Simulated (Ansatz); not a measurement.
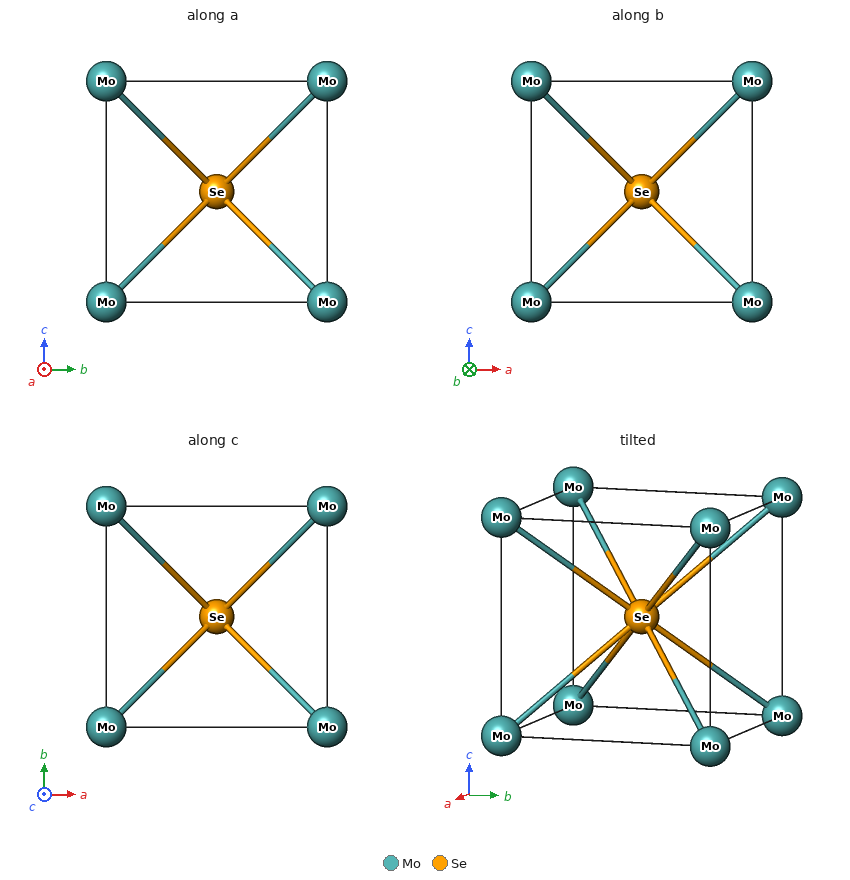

Crystal structure, ball-and-stick style, seen along the a axis, along the b axis, along the c axis and slightly off an axis. The conventional unit cell is drawn as a box.

Lattice parameters: a = 3.7338 Å, b = 3.7338 Å, c = 3.7338 Å, α = 90.000°, β = 90.000°, γ = 90.000°.

### Give the structure in the form of a CIF with its space group and independent sites.

```cif
data_structure
_symmetry_space_group_name_H-M 'P m -3 m'
_symmetry_Int_Tables_number 221
_cell_length_a 3.7338
_cell_length_b 3.7338
_cell_length_c 3.7338
_cell_angle_alpha 90.000
_cell_angle_beta 90.000
_cell_angle_gamma 90.000
_cell_volume 52.05
loop_
_atom_site_label
_atom_site_type_symbol
_atom_site_symmetry_multiplicity
_atom_site_Wyckoff_symbol
_atom_site_fract_x
_atom_site_fract_y
_atom_site_fract_z
_atom_site_occupancy
Mo1 Mo 1 a 0.0000 0.0000 0.0000 1
Se1 Se 1 b 0.5000 0.5000 0.5000 1
```

Origin of the cell: a structure type filled with these elements by a generator (whether the compound takes this form wasn't checked). Earlier steps of the study, as a rule a relaxation of our own, may have changed the cell and positions, so they can lie some per cent off the listed ones. A calculation with Ansatz used it as input.

At this level of theory the run's own cell isn't at rest (stretched, at -8 GPa), so its distances can differ from those at equilibrium, the more so the softer the solid.
